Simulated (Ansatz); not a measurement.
# CMo (triplet): the potential curve near its minimum, part 3 of 3

Aim: the potential curve near its minimum, for CMo (triplet), with the cost of each level. Spin multiplicity 3.

Ansatz 0.2.0, Gaussian bases. The steps go on from the part before.

**28. Bond length 1.7412 Å, r2SCAN-D4/def2-QZVPP**

input.yaml

```yaml
crystal:
  periodic: [false, false, false]
  atoms:
    - { symbol: C, position_ang: [0.0, 0.0, 0.0] }
    - { symbol: Mo, position_ang: [0.0, 0.0, 1.7412] }
magnetization:
  spin_polarized: true
  initial_magnetization: 2
basis:
  gaussian: { orbitals: def2-QZVPP.json }
hamiltonian:
  xc: r2scan
  dispersion: d4
```

The run is started by

```bash
$ ansatz run input.yaml --threads 2 --pin off --max-ram 5120MiB --backend cpu --events-out ev --progress --plain --runs-dir out
```

Log (excerpt; [...] marks lines left out):

```text
Warning: RAYON_NUM_THREADS=2 ignored (pool sized by the plan → 2); use --threads N
[...]
Functional definition: r2SCAN
[...]
551 factors; their error is unknown
[...]
mean field -2888.48669690 eV, -106.1499282245 hartree, gradient 3.5e-6 eV, S^2 2.707099; 18 other end points of the search recorded, 0 dependent functions left out
reference -2888.48671776 eV, -106.1499289910 hartree; 11, 9 occupied and 127, 129 virtual orbitals, 551 factors
Total energy: -2888.49546185 eV, -106.1502503306 hartree
```

Run time: 1.7 min. Hardware: 2 threads of Intel Xeon at 2.50GHz (Skylake/Cascade Lake), shared host; peak memory 0.35 GiB.

**29. Bond length 1.799 Å, r2SCAN-D4/def2-QZVPP**

input.yaml, as its differences from that of step 28:

```diff
@@ -4,3 +4,3 @@
     - { symbol: C, position_ang: [0.0, 0.0, 0.0] }
-    - { symbol: Mo, position_ang: [0.0, 0.0, 1.7412] }
+    - { symbol: Mo, position_ang: [0.0, 0.0, 1.799] }
 magnetization:
```

The run is started by

```bash
$ ansatz run input.yaml --threads 2 --pin off --max-ram 5120MiB --backend cpu --events-out ev --progress --plain --runs-dir out
```

Log (excerpt; [...] marks lines left out):

```text
Warning: RAYON_NUM_THREADS=2 ignored (pool sized by the plan → 2); use --threads N
[...]
[... 1 set-up line as earlier in the session ...]
[...]
551 factors; their error is unknown
[...]
mean field -2888.31891249 eV, -106.1437622611 hartree, gradient 1.4e-5 eV, S^2 2.930564; 16 other end points of the search recorded, 0 dependent functions left out
reference -2888.31893337 eV, -106.1437630283 hartree; 11, 9 occupied and 127, 129 virtual orbitals, 551 factors
Total energy: -2888.32761726 eV, -106.1440821556 hartree
```

Run time: 2 min. Hardware: 2 threads of Intel Xeon at 2.50GHz (Skylake/Cascade Lake), shared host; peak memory 0.35 GiB.

**30. Bond length 1.8815 Å, r2SCAN-D4/def2-QZVPP**

input.yaml, as its differences from that of step 29:

```diff
@@ -4,3 +4,3 @@
     - { symbol: C, position_ang: [0.0, 0.0, 0.0] }
-    - { symbol: Mo, position_ang: [0.0, 0.0, 1.799] }
+    - { symbol: Mo, position_ang: [0.0, 0.0, 1.8815] }
 magnetization:
```

The run is started by

```bash
$ ansatz run input.yaml --threads 2 --pin off --max-ram 5120MiB --backend cpu --events-out ev --progress --plain --runs-dir out
```

Log (excerpt; [...] marks lines left out):

```text
Warning: RAYON_NUM_THREADS=2 ignored (pool sized by the plan → 2); use --threads N
[...]
[... 1 set-up line as earlier in the session ...]
[...]
551 factors; their error is unknown
[...]
mean field -2888.01072082 eV, -106.1324364261 hartree, gradient 1.8e-5 eV, S^2 3.321124; 23 other end points of the search recorded, 0 dependent functions left out
reference -2888.01074178 eV, -106.1324371966 hartree; 11, 9 occupied and 127, 129 virtual orbitals, 551 factors
Total energy: -2888.01935364 eV, -106.1327536764 hartree
```

It took 2.6 min on 2 threads of Intel Xeon at 2.50GHz (Skylake/Cascade Lake), shared host; peak memory 0.34 GiB.

**31. Bond length 1.4524 Å, B3LYP-D4/def2-QZVPP**

input.yaml

```yaml
crystal:
  periodic: [false, false, false]
  atoms:
    - { symbol: C, position_ang: [0.0, 0.0, 0.0] }
    - { symbol: Mo, position_ang: [0.0, 0.0, 1.4524] }
magnetization:
  spin_polarized: true
  initial_magnetization: 2
basis:
  gaussian: { orbitals: def2-QZVPP.json }
hamiltonian:
  xc: { name: B3LYP }
  dispersion: d4
```

The run is started by

```bash
$ ansatz run input.yaml --threads 2 --pin off --max-ram 5120MiB --backend cpu --events-out ev --progress --plain --runs-dir out
```

Log (excerpt; [...] marks lines left out):

```text
Warning: RAYON_NUM_THREADS=2 ignored (pool sized by the plan → 2); use --threads N
[...]
Functional definition: B3LYP
[...]
574 factors; their error is unknown
[...]
mean field -2887.61866916 eV, -106.1180287935 hartree, gradient 7.9e-6 eV, S^2 2.066463; 4 other end points of the search recorded, 0 dependent functions left out
reference -2887.61885716 eV, -106.1180357021 hartree; 11, 9 occupied and 127, 129 virtual orbitals, 574 factors
Total energy: -2887.70216776 eV, -106.1210973104 hartree
```

Wall time 24 s (2 threads of Intel Xeon at 2.50GHz (Skylake/Cascade Lake), shared host); peak memory 0.3 GiB.

**32. Bond length 1.5184 Å, B3LYP-D4/def2-QZVPP**

input.yaml, as its differences from that of step 31:

```diff
@@ -4,3 +4,3 @@
     - { symbol: C, position_ang: [0.0, 0.0, 0.0] }
-    - { symbol: Mo, position_ang: [0.0, 0.0, 1.4524] }
+    - { symbol: Mo, position_ang: [0.0, 0.0, 1.5184] }
 magnetization:
```

The run is started by

```bash
$ ansatz run input.yaml --threads 2 --pin off --max-ram 5120MiB --backend cpu --events-out ev --progress --plain --runs-dir out
```

Log (excerpt; [...] marks lines left out):

```text
Warning: RAYON_NUM_THREADS=2 ignored (pool sized by the plan → 2); use --threads N
[...]
[... 1 set-up line as earlier in the session ...]
[...]
574 factors; their error is unknown
[...]
mean field -2888.39518524 eV, -106.1465652329 hartree, gradient 6.2e-6 eV, S^2 2.100134; 6 other end points of the search recorded, 0 dependent functions left out
reference -2888.39537548 eV, -106.1465722243 hartree; 11, 9 occupied and 127, 129 virtual orbitals, 574 factors
Total energy: -2888.47768621 eV, -106.1495970878 hartree
```

Run time: 27 s. Hardware: 2 threads of Intel Xeon at 2.50GHz (Skylake/Cascade Lake), shared host; peak memory 0.27 GiB.

**33. Bond length 1.5762 Å, B3LYP-D4/def2-QZVPP**

input.yaml, as its differences from that of step 32:

```diff
@@ -4,3 +4,3 @@
     - { symbol: C, position_ang: [0.0, 0.0, 0.0] }
-    - { symbol: Mo, position_ang: [0.0, 0.0, 1.5184] }
+    - { symbol: Mo, position_ang: [0.0, 0.0, 1.5762] }
 magnetization:
```

The run is started by

```bash
$ ansatz run input.yaml --threads 2 --pin off --max-ram 5120MiB --backend cpu --events-out ev --progress --plain --runs-dir out
```

Log (excerpt; [...] marks lines left out):

```text
Warning: RAYON_NUM_THREADS=2 ignored (pool sized by the plan → 2); use --threads N
[...]
[... 1 set-up line as earlier in the session ...]
[...]
574 factors; their error is unknown
[...]
mean field -2888.76642131 eV, -106.1602079068 hartree, gradient 8.1e-6 eV, S^2 2.143345; 4 other end points of the search recorded, 0 dependent functions left out
reference -2888.76661346 eV, -106.1602149681 hartree; 11, 9 occupied and 127, 129 virtual orbitals, 574 factors
Total energy: -2888.84812345 eV, -106.1632104052 hartree
```

Wall time 28 s (2 threads of Intel Xeon at 2.50GHz (Skylake/Cascade Lake), shared host); peak memory 0.3 GiB.

**34. Bond length 1.6175 Å, B3LYP-D4/def2-QZVPP**

input.yaml, as its differences from that of step 33:

```diff
@@ -4,3 +4,3 @@
     - { symbol: C, position_ang: [0.0, 0.0, 0.0] }
-    - { symbol: Mo, position_ang: [0.0, 0.0, 1.5762] }
+    - { symbol: Mo, position_ang: [0.0, 0.0, 1.6175] }
 magnetization:
```

The run is started by

```bash
$ ansatz run input.yaml --threads 2 --pin off --max-ram 5120MiB --backend cpu --events-out ev --progress --plain --runs-dir out
```

Log (excerpt; [...] marks lines left out):

```text
Warning: RAYON_NUM_THREADS=2 ignored (pool sized by the plan → 2); use --threads N
[...]
[... 1 set-up line as earlier in the session ...]
[...]
574 factors; their error is unknown
[...]
mean field -2888.89471408 eV, -106.1649225791 hartree, gradient 7.6e-6 eV, S^2 2.184125; 4 other end points of the search recorded, 0 dependent functions left out
reference -2888.89490744 eV, -106.1649296852 hartree; 11, 9 occupied and 127, 129 virtual orbitals, 574 factors
Total energy: -2888.97588374 eV, -106.1679055092 hartree
```

Run time: 35 s. Hardware: 2 threads of Intel Xeon at 2.50GHz (Skylake/Cascade Lake), shared host; peak memory 0.3 GiB.

**35. Bond length 1.6505 Å, B3LYP-D4/def2-QZVPP**

input.yaml, as its differences from that of step 34:

```diff
@@ -4,3 +4,3 @@
     - { symbol: C, position_ang: [0.0, 0.0, 0.0] }
-    - { symbol: Mo, position_ang: [0.0, 0.0, 1.6175] }
+    - { symbol: Mo, position_ang: [0.0, 0.0, 1.6505] }
 magnetization:
```

The run is started by

```bash
$ ansatz run input.yaml --threads 2 --pin off --max-ram 5120MiB --backend cpu --events-out ev --progress --plain --runs-dir out
```

Log (excerpt; [...] marks lines left out):

```text
Warning: RAYON_NUM_THREADS=2 ignored (pool sized by the plan → 2); use --threads N
[...]
[... 1 set-up line as earlier in the session ...]
[...]
574 factors; their error is unknown
[...]
mean field -2888.93092858 eV, -106.1662534375 hartree, gradient 1.7e-5 eV, S^2 2.223763; 4 other end points of the search recorded, 0 dependent functions left out
reference -2888.93112280 eV, -106.1662605749 hartree; 11, 9 occupied and 127, 129 virtual orbitals, 574 factors
Total energy: -2889.01169393 eV, -106.1692215096 hartree
```

Run time: 29 s. Hardware: 2 threads of Intel Xeon at 2.50GHz (Skylake/Cascade Lake), shared host; peak memory 0.3 GiB.

**36. Bond length 1.6917 Å, B3LYP-D4/def2-QZVPP**

input.yaml, as its differences from that of step 35:

```diff
@@ -4,3 +4,3 @@
     - { symbol: C, position_ang: [0.0, 0.0, 0.0] }
-    - { symbol: Mo, position_ang: [0.0, 0.0, 1.6505] }
+    - { symbol: Mo, position_ang: [0.0, 0.0, 1.6917] }
 magnetization:
```

The run is started by

```bash
$ ansatz run input.yaml --threads 2 --pin off --max-ram 5120MiB --backend cpu --events-out ev --progress --plain --runs-dir out
```

Log (excerpt; [...] marks lines left out):

```text
Warning: RAYON_NUM_THREADS=2 ignored (pool sized by the plan → 2); use --threads N
[...]
[... 1 set-up line as earlier in the session ...]
[...]
574 factors; their error is unknown
[...]
mean field -2888.90822403 eV, -106.1654190608 hartree, gradient 8.1e-6 eV, S^2 2.283770; 4 other end points of the search recorded, 0 dependent functions left out
reference -2888.90841913 eV, -106.1654262305 hartree; 11, 9 occupied and 127, 129 virtual orbitals, 574 factors
Total energy: -2888.98850955 eV, -106.1683694993 hartree
```

Run time: 32 s. Hardware: 2 threads of Intel Xeon at 2.50GHz (Skylake/Cascade Lake), shared host; peak memory 0.3 GiB.

**37. Bond length 1.7412 Å, B3LYP-D4/def2-QZVPP**

input.yaml, as its differences from that of step 36:

```diff
@@ -4,3 +4,3 @@
     - { symbol: C, position_ang: [0.0, 0.0, 0.0] }
-    - { symbol: Mo, position_ang: [0.0, 0.0, 1.6917] }
+    - { symbol: Mo, position_ang: [0.0, 0.0, 1.7412] }
 magnetization:
```

The run is started by

```bash
$ ansatz run input.yaml --threads 2 --pin off --max-ram 5120MiB --backend cpu --events-out ev --progress --plain --runs-dir out
```

Log (excerpt; [...] marks lines left out):

```text
Warning: RAYON_NUM_THREADS=2 ignored (pool sized by the plan → 2); use --threads N
[...]
[... 1 set-up line as earlier in the session ...]
[...]
574 factors; their error is unknown
[...]
mean field -2888.80157999 eV, -106.1614999647 hartree, gradient 4.8e-6 eV, S^2 2.375786; 5 other end points of the search recorded, 0 dependent functions left out
reference -2888.80177582 eV, -106.1615071611 hartree; 11, 9 occupied and 127, 129 virtual orbitals, 574 factors
Total energy: -2888.88132446 eV, -106.1644305200 hartree
```

Run time: 47 s. Hardware: 2 threads of Intel Xeon at 2.50GHz (Skylake/Cascade Lake), shared host; peak memory 0.3 GiB.

**38. Bond length 1.799 Å, B3LYP-D4/def2-QZVPP**

input.yaml, as its differences from that of step 37:

```diff
@@ -4,3 +4,3 @@
     - { symbol: C, position_ang: [0.0, 0.0, 0.0] }
-    - { symbol: Mo, position_ang: [0.0, 0.0, 1.7412] }
+    - { symbol: Mo, position_ang: [0.0, 0.0, 1.799] }
 magnetization:
```

The run is started by

```bash
$ ansatz run input.yaml --threads 2 --pin off --max-ram 5120MiB --backend cpu --events-out ev --progress --plain --runs-dir out
```

Log (excerpt; [...] marks lines left out):

```text
Warning: RAYON_NUM_THREADS=2 ignored (pool sized by the plan → 2); use --threads N
[...]
[... 1 set-up line as earlier in the session ...]
[...]
574 factors; their error is unknown
[...]
mean field -2888.59739603 eV, -106.1539963424 hartree, gradient 9.1e-6 eV, S^2 2.522280; 12 other end points of the search recorded, 0 dependent functions left out
reference -2888.59759220 eV, -106.1540035514 hartree; 11, 9 occupied and 127, 129 virtual orbitals, 574 factors
Total energy: -2888.67655899 eV, -106.1569055277 hartree
```

It took 82 s on 2 threads of Intel Xeon at 2.50GHz (Skylake/Cascade Lake), shared host; peak memory 0.33 GiB.

**39. Bond length 1.8815 Å, B3LYP-D4/def2-QZVPP**

input.yaml, as its differences from that of step 38:

```diff
@@ -4,3 +4,3 @@
     - { symbol: C, position_ang: [0.0, 0.0, 0.0] }
-    - { symbol: Mo, position_ang: [0.0, 0.0, 1.799] }
+    - { symbol: Mo, position_ang: [0.0, 0.0, 1.8815] }
 magnetization:
```

The run is started by

```bash
$ ansatz run input.yaml --threads 2 --pin off --max-ram 5120MiB --backend cpu --events-out ev --progress --plain --runs-dir out
```

Log (excerpt; [...] marks lines left out):

```text
Warning: RAYON_NUM_THREADS=2 ignored (pool sized by the plan → 2); use --threads N
[...]
[... 1 set-up line as earlier in the session ...]
[...]
574 factors; their error is unknown
[...]
mean field -2888.22006344 eV, -106.1401296255 hartree, gradient 1.2e-5 eV, S^2 2.828872; 14 other end points of the search recorded, 0 dependent functions left out
reference -2888.22025938 eV, -106.1401368261 hartree; 11, 9 occupied and 127, 129 virtual orbitals, 574 factors
Total energy: -2888.29850994 eV, -106.1430124814 hartree
```

Run time: 81 s. Hardware: 2 threads of Intel Xeon at 2.50GHz (Skylake/Cascade Lake), shared host; peak memory 0.3 GiB.

**40. Geometries side by side**

| level | C1–Mo2 (Å) | rotational constants (MHz) | dipole (D) | CPU time |
| --- | --- | --- | --- | --- |
| PBE0-D4/def2-TZVPP | 1.6505 | 17355 | 5.58 | 60 s |

Constants are for the commonest isotopes at the equilibrium geometry; times are CPU times of the relaxations.

**41. The curves**

Energy above each level's lowest point, in eV:

| bond length (Å) | PBE0-D4/def2-QZVPP | PBE-D4/def2-QZVPP | r2SCAN-D4/def2-QZVPP | B3LYP-D4/def2-QZVPP |
| --- | --- | --- | --- | --- |
| 1.4524 | 1.2216 | 1.4576 | 1.4099 | 1.3095 |
| 1.5184 | 0.4764 | 0.6253 | 0.5992 | 0.5340 |
| 1.5762 | 0.1324 | 0.2110 | 0.1994 | 0.1636 |
| 1.6175 | 0.0226 | 0.0555 | 0.0515 | 0.0358 |
| 1.6505 | 0.0000 | 0.0000 | 0.0000 | 0.0000 |
| 1.6917 | 0.0374 | 0.0021 | 0.0033 | 0.0232 |
| 1.7412 | 0.1563 | 0.0900 | 0.0846 | 0.1304 |
| 1.799 | 0.3629 | 0.2828 | 0.2525 | 0.3351 |
| 1.8815 | 0.7159 | 0.6712 | 0.5607 | 0.7132 |

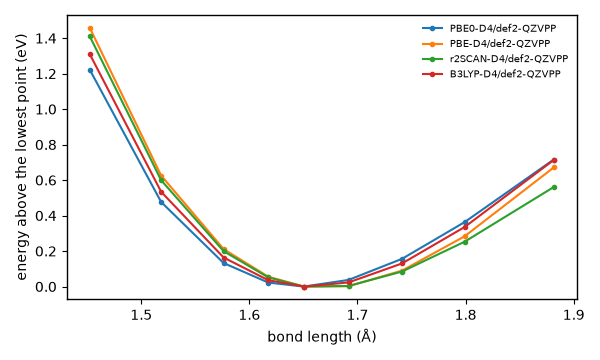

The curves; lines join the points.

From a polynomial through each level's points:

| level | re (Å) | ωe (cm⁻¹) | CPU time of the points |
| --- | --- | --- | --- |
| PBE0-D4/def2-QZVPP | 1.6486 | 1059 | 5.5 min |
| PBE-D4/def2-QZVPP | 1.6696 | 1047 | 9.6 min |
| r2SCAN-D4/def2-QZVPP | 1.6686 | 1015 | 20 min |
| B3LYP-D4/def2-QZVPP | 1.6573 | 1051 | 9.6 min |

**42. Outcome**

The summary covers parts 1 to 3.

```
                    quantity      value
C1–Mo2 at PBE0-D4/def2-TZVPP    1.650 Å
     re, B3LYP-D4/def2-QZVPP   1.6573 Å
     ωe, B3LYP-D4/def2-QZVPP  1051 cm⁻¹
```

**Reading.** Against the measured dipole moment of CMo, 6.07 D (Liu, Meijer, Perez-Rios, Phys. Chem. Chem. Phys. 22 (2020) 24191), the calculated 5.58 D is off by -8.0 %. That is PBE0-D4/def2-TZVPP. The minimum moves by 0.021 Å and the harmonic frequency by 44 cm⁻¹ across the levels. <S²> exceeds the pure value by up to 1.32: some mean fields break spin symmetry, which blurs their results. Heavy atoms carry effective core potentials in def2 sets, and spin-orbit coupling is left out.
